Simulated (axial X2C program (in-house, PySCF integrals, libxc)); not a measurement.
Relativistic diatomic calculation for ClBe⁻

- system: ClBe⁻, single determinant with M_S = 0 and |Λ| = 0.
- method: HF, spin-free X2C-1e, Cl dyall-av3z, Be dyall-av3z (cores contracted) (axial X2C program (in-house, PySCF integrals, libxc))

### Input file
```
{"zs": [17, 4], "q": -1, "bas": ["dyall-av3z", "dyall-av3z"], "levels": ["PBE0", "HF", "BP86"], "cc": true, "r0": 2.01, "thr": -2.0, "nmax": 90, "npts": 10, "nst": 2, "ntry": 6}
```

The line is the task of a batch: nuclear charges, charge, bases, the levels to run, a first guess of the distance and further settings. This report covers HF without spin-orbit coupling. The log is that of the reference distance 1.927 Å.

Launched within a batch (the task file carries these settings):
```bash
python <driver script> task.json out
```

### The program's output
```
spin-free X2C-1e  HF
basis functions 132  fitting functions 600  grid points 4357
iter        total energy     max residual
   1       -475.606773448     1.26e-01
   2       -475.615749325     4.77e-03
   3       -475.616086789     3.21e-03
   4       -475.616124641     9.84e-04
   5       -475.616128059     6.82e-05
   6       -475.616128292     6.30e-05
   7       -475.616128324     1.57e-05
   8       -475.616128326     3.02e-06
   9       -475.616128326     1.69e-06
converged
one-electron -697.99102850  Coulomb 234.27505550  exact exchange -30.57376734  xc functional 0.00000000  nuclear repulsion 18.67361201
correlated 10  virtual 206  natural virtual 90  E(MP2) -0.249043653  MP2 remainder -0.008046125
iter   CCSD correlation   residual
   1     -0.258136083   1.34e-01
   2     -0.266758502   5.96e-02
   3     -0.267260184   2.11e-02
   4     -0.267193653   8.31e-03
   5     -0.267224804   2.44e-03
   6     -0.267224213   8.67e-04
   7     -0.267230949   2.97e-04
   8     -0.267233956   8.53e-05
   9     -0.267233371   2.41e-05
  10     -0.267233344   7.54e-06
  11     -0.267233254   2.01e-06
  12     -0.267233247   6.99e-07
(T) -0.011477769650972613  T1 0.0205  D1 0.0413  max T2 0.138
```

### The points of the curve

```
R (Å)  E (hartree)  dipole (D; origin at the first atom, positive when the second is positive)  highest filled (eV)  lowest empty (eV)
1.677  −475.597780                                                                      −10.46                −0.89               2.55
1.754  −475.608325                                                                      −10.29                −0.98               2.56
1.811  −475.612863                                                                      −10.14                −1.06               2.57
1.869  −475.615285                                                                       −9.95                −1.14               2.57
1.927  −475.616128                                                                       −9.74                −1.22               2.58
1.994  −475.615674                                                                       −9.47                −1.33               2.58
2.062  −475.614156                                                                       −9.18                −1.44               2.58
2.149  −475.611250                                                                       −8.76                −1.60               2.59
2.255  −475.606991                                                                       −8.21                −1.80               2.59
2.409  −475.600595                                                                       −7.38                −2.11               2.58
```

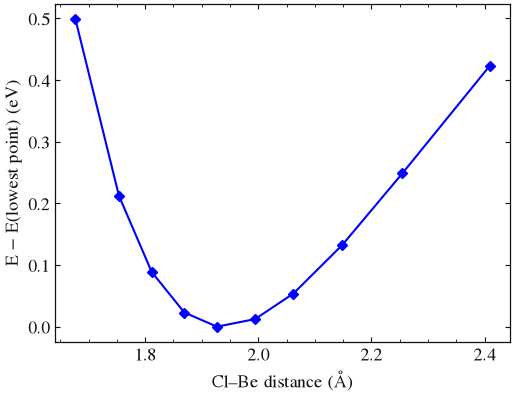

Figure 1. Energy at 10 bond lengths, for one set of occupations held fixed; the line joins the points. A polynomial of degree 6 through 9 points gives rₑ = 1.937 Å, ωₑ = 578.8 cm⁻¹, ωₑxₑ = 8.7 cm⁻¹ and Bₑ = 0.6267 cm⁻¹. The minimum lies 1.38 eV below Cl⁻ + Be, each computed as one determinant at the same level.

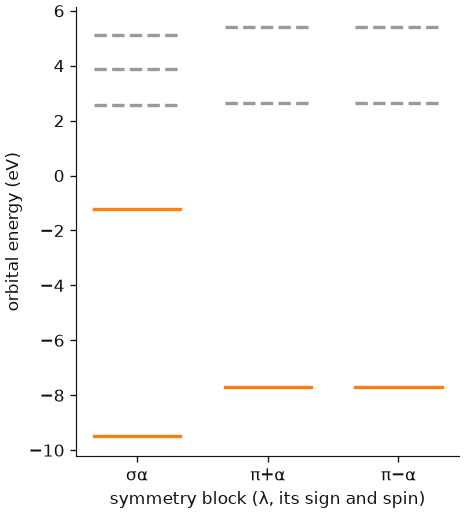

Figure 2. Orbital energies near the frontier at 1.93 Å, filled (solid) and empty (dashed); a label such as π−α means λ = −1 and α spin, and the β levels equal the α ones. The highest filled orbital (σα; 60 % Be s, 25 % Be p) lies at −1.22 eV, the lowest empty one (σα; 98 % Be p) at 2.58 eV.

### Results in brief

```
                 quantity                                                                 value
                  outcome                                                             converged
           bond length rₑ                                                               1.937 Å
                       ωₑ                                                            578.8 cm⁻¹
    energy at the minimum                                                    −475.61615 hartree
depth below the fragments                                                               1.38 eV
                 hardware  1 thread of Arm Neoverse V2, 24 GiB of memory available, shared host
                wall time                                                                   1 s
              peak memory                                                              0.58 GiB
```

### Notes

Hartree–Fock lacks correlation, so it usually binds too weakly.
